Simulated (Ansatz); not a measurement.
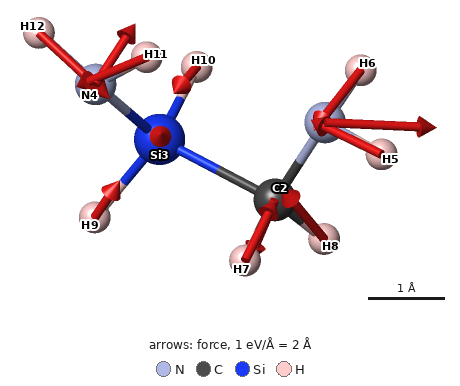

Starting geometry of CH₈N₂Si with the computed forces as red arrows. The picture is a ball-and-stick view, seen from a free direction.

The start comes from PBE-D4/def2-SVP.

The calculation used Ansatz 0.2.0, RKS PBE0-D4/def2-TZVP.

Input
```yaml
crystal:
  periodic: [false, false, false]
  atoms:
    - {symbol: N, position_ang: [-1.558653, -0.338737, 0.207383]}
    - {symbol: C, position_ang: [-0.691551, 0.326731, -0.776727]}
    - {symbol: Si, position_ang: [1.119546, -0.051606, -0.326361]}
    - {symbol: N, position_ang: [1.207080, 0.386144, 1.360748]}
    - {symbol: H, position_ang: [-2.538256, -0.049337, 0.088543]}
    - {symbol: H, position_ang: [-1.547841, -1.355266, 0.050434]}
    - {symbol: H, position_ang: [-0.811438, 1.426631, -0.672028]}
    - {symbol: H, position_ang: [-0.901014, 0.092373, -1.851370]}
    - {symbol: H, position_ang: [2.078596, 0.762896, -1.157409]}
    - {symbol: H, position_ang: [1.396338, -1.510216, -0.654871]}
    - {symbol: H, position_ang: [0.321180, 0.159369, 1.832050]}
    - {symbol: H, position_ang: [2.002914, 0.095816, 1.933708]}
basis:
  gaussian: {orbitals: def2-TZVP}
hamiltonian: {xc: pbe0, dispersion: d4}
relax: {f_tol: 0.005, max_steps: 150}
```

Run as
```bash
ansatz run in.yaml --threads 4 --pin off --events-out ev --progress --plain --max-ram 10444MiB
```

What follows when this structure is relaxed?

Answer. It isn't relaxed: the largest force vector, on N1, is 0.76 eV/Å. The final displacements have little in common with the starting forces (cosine between the two patterns 0.20). H12 moves most after the best rigid fit: 0.22 Å. Largest moves by element: H 0.22 Å, N 0.10 Å, Si 0.07 Å, C 0.03 Å. Near-neighbour distances that change, for instance: Si3–N4 1.745 → 1.718 Å, C2–Si3 1.904 → 1.879 Å, Si3–H10 1.521 → 1.500 Å, Si3–H9 1.508 → 1.489 Å. Among the angles between lasting bonds that change: Si3–N4–H11 110.1° → 115.6°, C2–Si3–N4 103.1° → 106.2°, N4–Si3–H9 111.4° → 109.4°. After 10 geometry steps the energy has fallen by 1.51 kcal/mol. Largest force component: 0.61 eV/Å at the start, 0.0024 eV/Å at the end. The run took 22 s on 4 threads of Arm Neoverse V2 (shared host).
